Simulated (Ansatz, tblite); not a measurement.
# In10Sb11 wurtzite ring sphere (In10Sb11H28+): removing and adding an electron

Aim: the energy of removing and adding an electron for In10Sb11 wurtzite ring sphere (In10Sb11H28+), by energy differences, and how well orbital energies stand in for it.

The runs use Ansatz 0.2.0, Gaussian basis; as each input shows.

Levels to be run: charge +2 doublet, at the geometry of the singlet (PBE0-D4/def2-SVP, PBE-D4/def2-SVP, revPBE-D4/def2-SVP); charge 0 doublet, at the geometry of the singlet (PBE0-D4/def2-SVP, PBE-D4/def2-SVP, revPBE-D4/def2-SVP); the starting singlet's energies come from earlier runs.

4 further runs of the same task are left out: 2 for a known fault of the program, 2 set aside as unsound or not needed.

## 1. The geometry

The singlet was relaxed beforehand with PBE-D4/def2-SVP.

49 atoms, charge 1, spin multiplicity 1.

Atoms are counted from 1 here; the program's logs count them from 0.

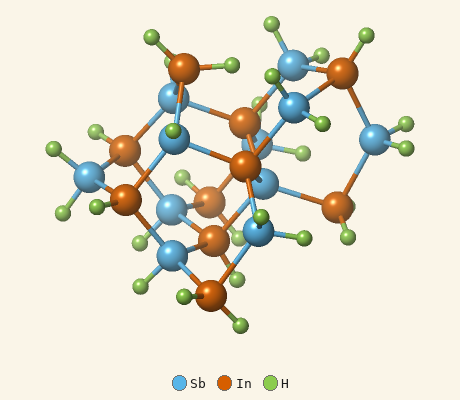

The structure; antimony blue, indium orange, hydrogen green.

In, Sb take a core potential in the def2 sets. No spin-orbit coupling is included. The ion is computed in the gas phase, without counter-ions or solvent.

## 2. Charge +2 doublet at the fixed geometry, PBE0-D4/def2-SVP

Contents of in.yaml:

```yaml
crystal:
  periodic: [false, false, false]
  atoms:
    - {symbol: Sb, position_ang: [-3.044569, -1.757002, -4.035829]}
    - {symbol: In, position_ang: [-3.543580, -2.040437, -1.098590]}
    - {symbol: Sb, position_ang: [1.117658, -4.561573, 0.107373]}
    - {symbol: In, position_ang: [1.186690, -4.936786, 3.075968]}
    - {symbol: Sb, position_ang: [1.204481, -1.838186, -3.820462]}
    - {symbol: In, position_ang: [-0.835901, -0.479759, -5.334817]}
    - {symbol: In, position_ang: [1.218986, -1.909384, -0.923100]}
    - {symbol: Sb, position_ang: [-1.191706, -0.689647, -0.131543]}
    - {symbol: Sb, position_ang: [1.249704, -2.045249, 3.449859]}
    - {symbol: In, position_ang: [-1.166160, -0.677295, 2.746621]}
    - {symbol: Sb, position_ang: [-0.990850, 1.964142, -3.816629]}
    - {symbol: In, position_ang: [-1.041620, 2.009157, -0.919009]}
    - {symbol: Sb, position_ang: [-3.389076, 3.245848, 0.113670]}
    - {symbol: Sb, position_ang: [-1.142096, 2.098250, 3.453070]}
    - {symbol: In, position_ang: [-3.677366, 3.491211, 3.082584]}
    - {symbol: Sb, position_ang: [3.476373, -0.443697, -0.107352]}
    - {symbol: In, position_ang: [3.710099, -0.818602, 2.743371]}
    - {symbol: In, position_ang: [3.214111, 1.854970, -1.862012]}
    - {symbol: Sb, position_ang: [1.356895, 3.230776, -0.104126]}
    - {symbol: Sb, position_ang: [3.295375, 1.897615, 3.625620]}
    - {symbol: In, position_ang: [1.150043, 3.616461, 2.747222]}
    - {symbol: H, position_ang: [-3.114180, -3.266951, -4.851613]}
    - {symbol: H, position_ang: [-4.388105, -1.070558, -4.856790]}
    - {symbol: H, position_ang: [-3.317783, -3.744598, -0.882737]}
    - {symbol: H, position_ang: [-4.900034, -0.983663, -0.885721]}
    - {symbol: H, position_ang: [-0.246482, -5.239301, -0.684671]}
    - {symbol: H, position_ang: [2.297329, -5.436178, -0.782149]}
    - {symbol: H, position_ang: [-0.415083, -5.485503, 3.418360]}
    - {symbol: H, position_ang: [2.779795, -5.557861, 3.325125]}
    - {symbol: H, position_ang: [1.105872, -3.465326, -4.370454]}
    - {symbol: H, position_ang: [2.769871, -1.530576, -4.447689]}
    - {symbol: H, position_ang: [-0.634597, -0.361740, -7.048871]}
    - {symbol: H, position_ang: [1.295880, -1.856122, 5.160959]}
    - {symbol: H, position_ang: [-2.563858, -1.484268, 3.411206]}
    - {symbol: H, position_ang: [-2.450692, 2.691737, -4.363678]}
    - {symbol: H, position_ang: [0.056460, 3.167211, -4.444399]}
    - {symbol: H, position_ang: [-4.657991, 2.403763, -0.678943]}
    - {symbol: H, position_ang: [-3.557299, 4.705668, -0.774280]}
    - {symbol: H, position_ang: [-0.953771, 2.041729, 5.163956]}
    - {symbol: H, position_ang: [-4.954035, 2.379335, 3.425812]}
    - {symbol: H, position_ang: [-3.416985, 5.181113, 3.332233]}
    - {symbol: H, position_ang: [4.719316, -1.433887, -0.768402]}
    - {symbol: H, position_ang: [5.235693, -1.494377, 3.220965]}
    - {symbol: H, position_ang: [2.095027, 1.210461, -3.070702]}
    - {symbol: H, position_ang: [4.696280, 2.710131, -2.102633]}
    - {symbol: H, position_ang: [1.119740, 4.802988, -0.763109]}
    - {symbol: H, position_ang: [3.190966, 1.835605, 5.337969]}
    - {symbol: H, position_ang: [4.782174, 2.755773, 3.565489]}
    - {symbol: H, position_ang: [1.328302, 5.274683, 3.227577]}
basis:
  gaussian: {orbitals: def2-SVP, fitting: {mean_field: def2-universal-jkfit}}
total_charge: 2
magnetization: {spin_polarized: true, initial_magnetization: 1}
hamiltonian: {xc: pbe0, dispersion: d4}
scf: {omitted_lower_state_checks: [starts]}
output: {orbitals: {seedname: orbitals}}
```

Command:

```sh
> ansatz run in.yaml --threads 4 --pin off --events-out ev --progress --plain --max-ram 66560MiB --backend cuda --devices 0, --max-vram 37GiB
```

What it wrote:

```text
Functional definition: PBE0
  name "PBE0"
  cite "Adamo & Barone, J. Chem. Phys. 110, 6158 (1999) doi:10.1063/1.478522"
  cite "Perdew, Burke & Ernzerhof, Phys. Rev. Lett. 77, 3865 (1996) doi:10.1103/PhysRevLett.77.3865"
  parent pbe
  parameter a = 0.25
  parameter kappa = 0.804
  parameter beta = 0.06672455060314922
  exchange = (1 - a)*pbe_x(kappa = kappa, mu = beta*pi^2/3) + a*exact_x
  correlation = pbe_c(beta = beta)
these checks for a lower state are left out or cut short: starts
5082 factors; integrals over basis functions are off by at most 3.5e-1 eV
mean field evaluation 1: about -124100.1864 eV, gradient 2.4e1 eV
mean field evaluation 2: about -124092.3785 eV, gradient 3.8e1 eV
mean field evaluation 4: about -124104.1634 eV, gradient 2.7e0 eV
mean field evaluation 8: about -124104.2339 eV, gradient 7.2e-1 eV
mean field evaluation 16: about -124104.2438 eV, gradient 1.4e-2 eV
mean field evaluation 32: about -124104.2438 eV, gradient 7.8e-5 eV
mean field -124104.24380375 eV, -4560.7468389102 hartree, gradient 7.7e-6 eV, S^2 0.755313; 0 other end points of the search recorded, 0 dependent functions left out
reference -124104.24391500 eV, -4560.7468429985 hartree; 245, 244 occupied and 441, 442 virtual orbitals, 5082 factors
Total energy: -124107.79997975 eV, -4560.8775259676 hartree
Checks for a lower state left out: starts
```

Wall time 34 s (1 × H100 (card shared with other runs) with 4 threads of AMD EPYC 7R13, shared host); peak host memory 1.5 GiB.

HOMO -11.28 eV, LUMO -10.46 eV (over both spins); ⟨S²⟩ 0.755 (pure: 0.75).

## 3. Charge +2 doublet at the fixed geometry, PBE-D4/def2-SVP

start.molden holds the orbitals of an earlier run on this state, given as this run's starting guess.

Edit in.yaml of step 2 so:

```diff
@@ -53,6 +53,6 @@
 basis:
-  gaussian: {orbitals: def2-SVP, fitting: {mean_field: def2-universal-jkfit}}
+  gaussian: {orbitals: def2-SVP, fitting: {mean_field: def2-universal-jkfit}, initial_orbitals: start.molden}
 total_charge: 2
 magnetization: {spin_polarized: true, initial_magnetization: 1}
-hamiltonian: {xc: pbe0, dispersion: d4}
+hamiltonian: {xc: pbe, dispersion: d4}
 scf: {omitted_lower_state_checks: [starts]}
```

The command is unchanged.

What it wrote:

```text
Functional definition: PBE
  name "PBE"
  cite "Perdew, Burke & Ernzerhof, Phys. Rev. Lett. 77, 3865 (1996) doi:10.1103/PhysRevLett.77.3865"
  parent pbe
  parameter kappa = 0.804
  parameter beta = 0.06672455060314922
  exchange = pbe_x(kappa = kappa, mu = beta*pi^2/3)
  correlation = pbe_c(beta = beta)
these checks for a lower state are left out or cut short: starts
5082 factors; integrals over basis functions are off by at most 3.5e-1 eV
mean field evaluation 1: about -124098.8192 eV, gradient 9.6e0 eV
mean field evaluation 2: about -124099.5458 eV, gradient 6.1e-1 eV
mean field evaluation 4: about -124099.5622 eV, gradient 4.0e-2 eV
mean field evaluation 8: about -124099.5623 eV, gradient 5.2e-5 eV
mean field evaluation 16: about -124099.5623 eV, gradient 2.3e-6 eV
mean field -124099.56227408 eV, -4560.5747958680 hartree, gradient 2.3e-6 eV, S^2 0.751049; 0 other end points of the search recorded, 0 dependent functions left out
reference -124099.56242428 eV, -4560.5748013875 hartree; 245, 244 occupied and 441, 442 virtual orbitals, 5082 factors
Total energy: -124103.37990487 eV, -4560.7150912119 hartree
Checks for a lower state left out: starts
```

Wall time 17 s (1 × H100 (card shared with other runs) with 4 threads of AMD EPYC 7R13, shared host); peak host memory 1.5 GiB.

From the report: HOMO -10.44 eV, LUMO -10.44 eV (over both spins); ⟨S²⟩ 0.751 (pure: 0.75).

## 4. Charge +2 doublet at the fixed geometry, revPBE-D4/def2-SVP

Edit in.yaml of step 3 so:

```diff
@@ -56,3 +56,3 @@
 magnetization: {spin_polarized: true, initial_magnetization: 1}
-hamiltonian: {xc: pbe, dispersion: d4}
+hamiltonian: {xc: {name: revPBE}, dispersion: d4}
 scf: {omitted_lower_state_checks: [starts]}
```

Launched as before.

What it wrote, cut to the lines that bear on the results:

```text
Functional definition: revPBE
  name "revPBE"
  cite "Zhang & Yang, Phys. Rev. Lett. 80, 890 (1998) doi:10.1103/PhysRevLett.80.890"
  cite "Perdew, Burke & Ernzerhof, Phys. Rev. Lett. 77, 3865 (1996) doi:10.1103/PhysRevLett.77.3865"
[...]
5082 factors; integrals over basis functions are off by at most 3.5e-1 eV
[...]
mean field -124128.10435112 eV, -4561.6236978527 hartree, gradient 2.4e-6 eV, S^2 0.751206; 0 other end points of the search recorded, 0 dependent functions left out
reference -124128.10453753 eV, -4561.6237047029 hartree; 245, 244 occupied and 441, 442 virtual orbitals, 5082 factors
Total energy: -124134.52721976 eV, -4561.8597339217 hartree
Checks for a lower state left out: starts
```

It took 15 s on 1 × H100 (card shared with other runs) with 4 threads of AMD EPYC 7R13, shared host; peak host memory 1.4 GiB.

HOMO -10.39 eV, LUMO -10.39 eV (over both spins); ⟨S²⟩ 0.751 (pure: 0.75).

## 5. Vertical ionisation energy

Charged state less starting state, singlet to doublet; the starting state's energies are those of its earlier runs.

| level | vertical ionisation energy (eV) | time |
| --- | --- | --- |
| PBE-D4/def2-SVP | +9.21 | 32 s |
| revPBE-D4/def2-SVP | +9.23 | 27 s |
| PBE0-D4/def2-SVP | +9.63 | 55 s |

Times add the two runs; a level without a time comes out of a correlated run.

Beside −ε(HOMO) of the starting state:

| level | −ε(HOMO) (eV) | by difference (eV) | mismatch (eV) |
| --- | --- | --- | --- |
| PBE-D4/def2-SVP | 7.86 | 9.21 | -1.35 |
| revPBE-D4/def2-SVP | 7.82 | 9.23 | -1.42 |
| PBE0-D4/def2-SVP | 8.69 | 9.63 | -0.94 |

## 6. Charge 0 doublet at the fixed geometry, PBE0-D4/def2-SVP

Edit in.yaml of step 4 so:

```diff
@@ -53,6 +53,5 @@
 basis:
-  gaussian: {orbitals: def2-SVP, fitting: {mean_field: def2-universal-jkfit}, initial_orbitals: start.molden}
-total_charge: 2
+  gaussian: {orbitals: def2-SVP, fitting: {mean_field: def2-universal-jkfit}}
 magnetization: {spin_polarized: true, initial_magnetization: 1}
-hamiltonian: {xc: {name: revPBE}, dispersion: d4}
+hamiltonian: {xc: pbe0, dispersion: d4}
 scf: {omitted_lower_state_checks: [starts]}
```

The command is unchanged.

What it wrote, cut to the lines that bear on the results:

```text
Functional definition: PBE0
  name "PBE0"
  cite "Adamo & Barone, J. Chem. Phys. 110, 6158 (1999) doi:10.1063/1.478522"
  cite "Perdew, Burke & Ernzerhof, Phys. Rev. Lett. 77, 3865 (1996) doi:10.1103/PhysRevLett.77.3865"
  parent pbe
[...]
5082 factors; integrals over basis functions are off by at most 3.5e-1 eV
[...]
mean field -124117.66542213 eV, -4561.2400742879 hartree, gradient 7.7e-6 eV, S^2 0.754035; 0 other end points of the search recorded, 0 dependent functions left out
reference -124117.66553708 eV, -4561.2400785124 hartree; 246, 245 occupied and 440, 441 virtual orbitals, 5082 factors
Total energy: -124121.33371554 eV, -4561.3748815842 hartree
Checks for a lower state left out: starts
```

Run time: 24 s. Hardware: 1 × H100 (card shared with other runs) with 4 threads of AMD EPYC 7R13, shared host; peak host memory 1.5 GiB.

Report: HOMO -3.01 eV, LUMO -2.20 eV (over both spins); ⟨S²⟩ 0.754 (pure: 0.75).

## 7. Charge 0 doublet at the fixed geometry, PBE-D4/def2-SVP

Edit in.yaml of step 6 so:

```diff
@@ -53,5 +53,5 @@
 basis:
-  gaussian: {orbitals: def2-SVP, fitting: {mean_field: def2-universal-jkfit}}
+  gaussian: {orbitals: def2-SVP, fitting: {mean_field: def2-universal-jkfit}, initial_orbitals: start.molden}
 magnetization: {spin_polarized: true, initial_magnetization: 1}
-hamiltonian: {xc: pbe0, dispersion: d4}
+hamiltonian: {xc: pbe, dispersion: d4}
 scf: {omitted_lower_state_checks: [starts]}
```

Same command.

What it wrote:

```text
Functional definition: PBE
  name "PBE"
  cite "Perdew, Burke & Ernzerhof, Phys. Rev. Lett. 77, 3865 (1996) doi:10.1103/PhysRevLett.77.3865"
  parent pbe
  parameter kappa = 0.804
  parameter beta = 0.06672455060314922
  exchange = pbe_x(kappa = kappa, mu = beta*pi^2/3)
  correlation = pbe_c(beta = beta)
these checks for a lower state are left out or cut short: starts
5082 factors; integrals over basis functions are off by at most 3.5e-1 eV
mean field evaluation 1: about -124112.0566 eV, gradient 9.5e0 eV
mean field evaluation 2: about -124112.7763 eV, gradient 5.9e-1 eV
mean field evaluation 4: about -124112.7910 eV, gradient 2.3e-2 eV
mean field evaluation 8: about -124112.7910 eV, gradient 2.7e-5 eV
mean field evaluation 16: about -124112.7910 eV, gradient 3.1e-6 eV
mean field -124112.79099432 eV, -4561.0609423701 hartree, gradient 3.1e-6 eV, S^2 0.750943; 0 other end points of the search recorded, 0 dependent functions left out
reference -124112.79114808 eV, -4561.0609480204 hartree; 246, 245 occupied and 440, 441 virtual orbitals, 5082 factors
Total energy: -124116.73051884 eV, -4561.2057172257 hartree
Checks for a lower state left out: starts
```

Wall time 13 s (1 × H100 (card shared with other runs) with 4 threads of AMD EPYC 7R13, shared host); peak host memory 1.5 GiB.

From the report: HOMO -2.85 eV, LUMO -2.74 eV (over both spins); ⟨S²⟩ 0.751 (pure: 0.75).

## 8. Charge 0 doublet at the fixed geometry, revPBE-D4/def2-SVP

Edit in.yaml of step 7 so:

```diff
@@ -55,3 +55,3 @@
 magnetization: {spin_polarized: true, initial_magnetization: 1}
-hamiltonian: {xc: pbe, dispersion: d4}
+hamiltonian: {xc: {name: revPBE}, dispersion: d4}
 scf: {omitted_lower_state_checks: [starts]}
```

Same command.

What it wrote, cut to the lines that bear on the results:

```text
Functional definition: revPBE
  name "revPBE"
  cite "Zhang & Yang, Phys. Rev. Lett. 80, 890 (1998) doi:10.1103/PhysRevLett.80.890"
  cite "Perdew, Burke & Ernzerhof, Phys. Rev. Lett. 77, 3865 (1996) doi:10.1103/PhysRevLett.77.3865"
[...]
5082 factors; integrals over basis functions are off by at most 3.5e-1 eV
[...]
mean field -124141.20370300 eV, -4562.1050901550 hartree, gradient 1.7e-6 eV, S^2 0.751117; 0 other end points of the search recorded, 0 dependent functions left out
reference -124141.20389408 eV, -4562.1050971771 hartree; 246, 245 occupied and 440, 441 virtual orbitals, 5082 factors
Total energy: -124147.88053356 eV, -4562.3504591526 hartree
Checks for a lower state left out: starts
```

Wall time 13 s (1 × H100 (card shared with other runs) with 4 threads of AMD EPYC 7R13, shared host); peak host memory 1.5 GiB.

HOMO -2.77 eV, LUMO -2.64 eV (over both spins); ⟨S²⟩ 0.751 (pure: 0.75).

## 9. Vertical electron affinity

Starting state less charged state (positive: the electron is bound), singlet to doublet; the starting state's energies are those of its earlier runs.

| level | vertical electron affinity (eV) | time |
| --- | --- | --- |
| PBE-D4/def2-SVP | +4.14 | 28 s |
| revPBE-D4/def2-SVP | +4.12 | 25 s |
| PBE0-D4/def2-SVP | +3.90 | 45 s |

Times add the two runs; a level without a time comes out of a correlated run.

Beside −ε(LUMO) of the starting state:

| level | −ε(LUMO) (eV) | by difference (eV) | mismatch (eV) |
| --- | --- | --- | --- |
| PBE-D4/def2-SVP | 5.31 | 4.14 | +1.17 |
| revPBE-D4/def2-SVP | 5.22 | 4.12 | +1.10 |
| PBE0-D4/def2-SVP | 4.68 | 3.90 | +0.78 |

## 10. What came out

```
                                           quantity                               value
vertical ionisation energy, functionals in def2-SVP  9.21 (PBE-D4) to 9.63 eV (PBE0-D4)
vertical electron affinity, functionals in def2-SVP  3.90 (PBE0-D4) to 4.14 eV (PBE-D4)
```

In words: The vertical ionisation energy spans 9.21 to 9.63 eV over the functionals. −ε(HOMO) misses the level's own difference by -0.94 eV at best (PBE0-D4) and -1.42 eV at worst (revPBE-D4). The vertical electron affinity spans 3.90 to 4.14 eV over the functionals. −ε(LUMO) misses the level's own difference by +0.78 eV at best (PBE0-D4) and +1.17 eV at worst (PBE-D4).
